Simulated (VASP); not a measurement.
Band structure of V (bcc). Calculation: SCAN meta-GGA, VASP's PBE PAW potentials (set 64) (plane waves; VASP).

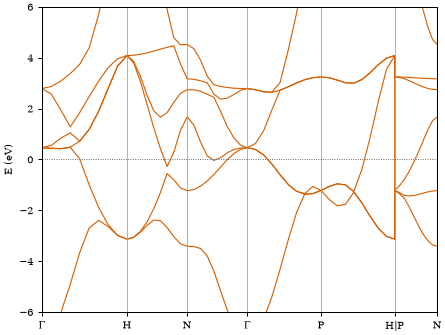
Bands along high-symmetry lines, zero at the valence-band maximum or, without a gap, the Fermi level

### Question
Read the plot: is there a gap, and where are the band edges?

### Answer
It has no gap at this level: it comes out as a metal or semimetal.

The compound is V in the bcc structure. It was relaxed first, which changed the volume by -6 %. The run is not spin-polarised, so no magnetic state was tried.
